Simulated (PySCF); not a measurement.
Energy landscape of BeF2, singlet: map of symmetric stretch and bend. Scanned: Be-F bond length and F-Be-F angle.

Cartesian coordinates as functions of the variables (Å; names that start with a are angles):
```
Be  0  0  0
F  r*sin(a/2)  0  r*cos(a/2)
F  -r*sin(a/2)  0  r*cos(a/2)
```

Method: RHF/def2-TZVP in PySCF 2.14.0.

Energy in kJ/mol above the lowest grid point; x is the Be-F bond length (Å), y the F-Be-F angle (°).

```
y \ x    1.17   1.26   1.33   1.40   1.47   1.54   1.61   1.68   1.75   1.81   1.86
------  -----  -----  -----  -----  -----  -----  -----  -----  -----  -----  -----
180     217.2   49.3    1.1    0.0   30.4   81.6  145.9  218.3  295.3  363.1  420.1
173.95  218.1   50.2    2.0    0.9   31.2   82.3  146.6  219.0  296.0  363.7  420.7
165.32  222.6   54.7    6.4    5.1   35.2   86.1  150.2  222.4  299.2  366.9  423.7
156.68  231.6   63.3   14.8   13.0   42.7   93.1  156.8  228.7  305.2  372.7  429.4
148.04  246.0   76.6   27.4   25.0   54.0  103.7  166.8  238.1  314.2  381.4  437.8
139.41  267.1   95.4   44.8   41.3   69.3  118.1  180.4  251.0  326.4  393.1  449.2
130.77  297.1  121.0   68.1   62.8   89.3  136.9  198.0  267.6  342.2  408.2  463.8
122.14  338.9  155.6   98.7   90.4  114.7  160.5  220.1  288.5  361.9  427.0  481.9
113.50  397.6  202.8  139.5  126.4  147.1  190.2  247.7  314.3  386.2  450.2  504.2
104.86  481.6  268.3  194.9  174.2  189.3  228.0  282.3  346.3  416.1  478.6  531.5
96.23   606.1  362.7  272.9  240.1  246.0  277.8  326.7  386.7  453.3  513.5  564.8
85      877.4  564.0  435.4  373.6  357.7  373.0  409.4  459.7  518.8  573.8  621.5
```

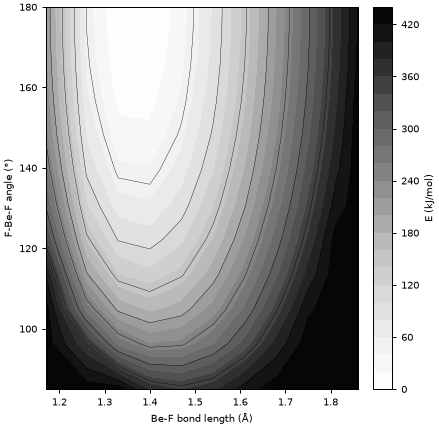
Fig. 1. Energy surface, cut off at 431 kJ/mol.

Points that lie below all their neighbours on the grid: x = 1.40, y = 180 on the edge of the grid (0.0 kJ/mol).
